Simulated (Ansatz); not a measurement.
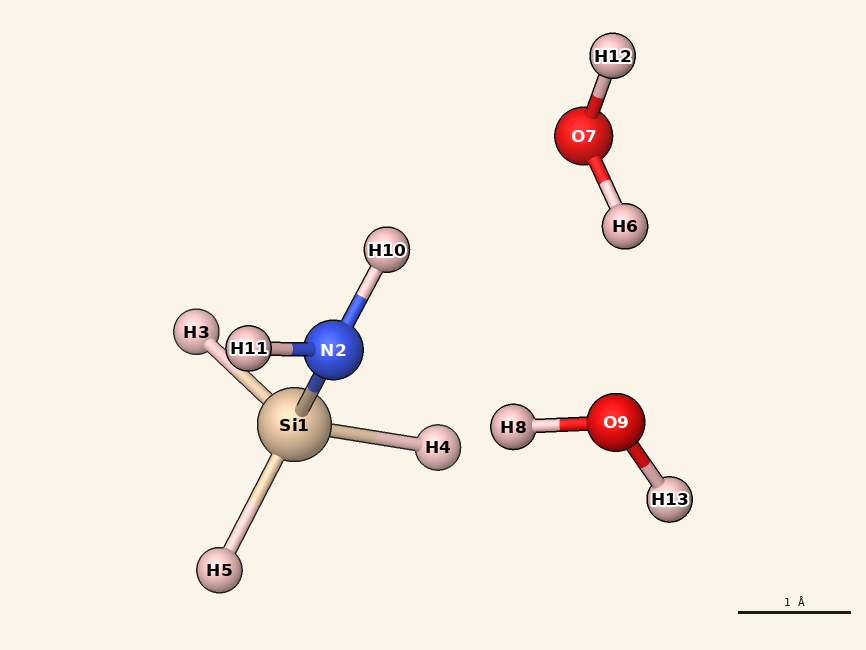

The geometry was computed by an optimisation with PBE0-D4/def2-TZVP.

Find the hydrogen bonds (donors O, N, F, S or Cl) and give their geometry.

| D–H···A | D–H (Å) | H···A (Å) | angle (°) | kind |
| --- | --- | --- | --- | --- |
| O7–H6···O9 | 0.98 | 1.86 | 154 | intermolecular |
| O9–H8···N2 | 0.98 | 1.93 | 156 | intermolecular |
| N2–H10···O7 | 1.02 | 2.05 | 148 | intermolecular |
